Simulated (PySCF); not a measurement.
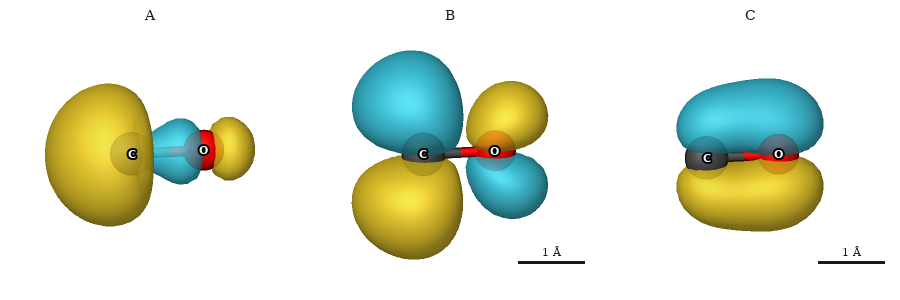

The picture shows: CO. Three frontier orbitals, each drawn at the value that holds 80 % of its norm (yellow and cyan are the two phases), in no order; of a degenerate pair one member is drawn.

Method: PySCF 2.14.0, PBE0/6-31G(d,p), non-relativistic, at a bond length of 1.137 Å.

Q: Label each orbital by symmetry, say whether it is occupied, and order them by energy.

A: Orbital C: π, occupied, −13.09 eV; bonding, with no node between the atoms.
Orbital A: σ, occupied, −10.39 eV; mainly on C (85 %).
Orbital B: π, empty, −0.28 eV; antibonding, with a node between the atoms.
